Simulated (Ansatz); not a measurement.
Given this structure, coordinates from a relaxation at fixed volume with DFT r2SCAN, scalar-relativistic, plane waves, PAW in Ansatz, written in its standard cell:

```
Co
1.0
     2.47272    0.00000    0.00000
    -1.23636    2.14144    0.00000
     0.00000    0.00000    4.01449
Co
2
Direct
  0.33333 0.66667 0.75000
  0.66667 0.33333 0.25000
```

> What does the kinematic electron diffraction pattern along [001] look like at 200 kV (B = 0.5 Å²)?

The spots form a hexagonal net with both shortest vectors at d = 2.14 Å, 60.0° apart. They are 1 0 0 and 0 1 0. The pattern has symmetry 6mm. No reflection of this zone is absent.

Strongest reflections with d > 0.80 Å, one of each family (|F|² from tabulated Gaussian fits of the electron scattering factors, times a small damping for the curvature of the Ewald sphere):

```json
{"hkl": "2 -1 0", "d (Å)": "1.236", "I (strongest = 100)": "100"}
{"hkl": "1 0 0", "d (Å)": "2.141", "I (strongest = 100)": "82"}
{"hkl": "2 0 0", "d (Å)": "1.071", "I (strongest = 100)": "17"}
{"hkl": "3 -1 0", "d (Å)": "0.809", "I (strongest = 100)": "7"}
```

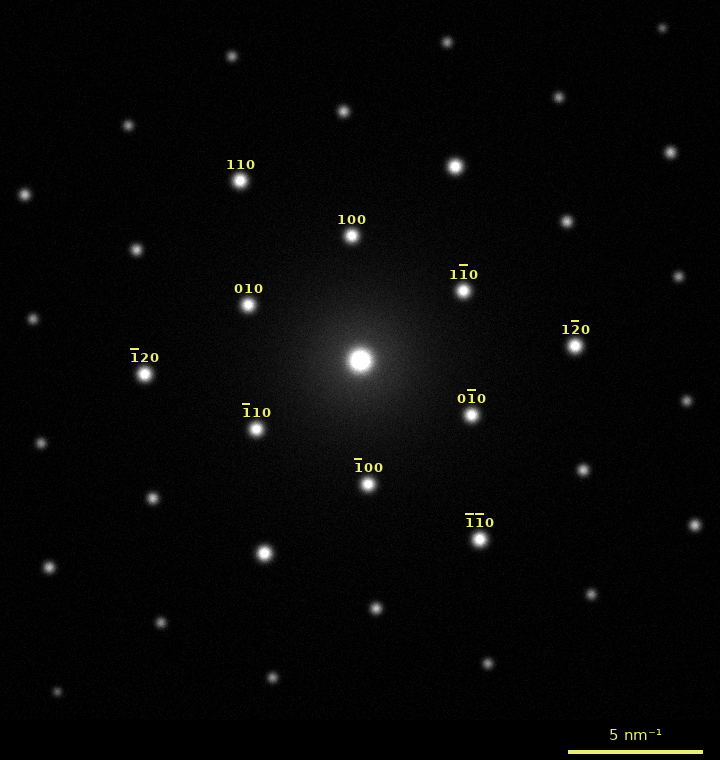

Calculated pattern, seen from the source side with [001] pointing towards the source.
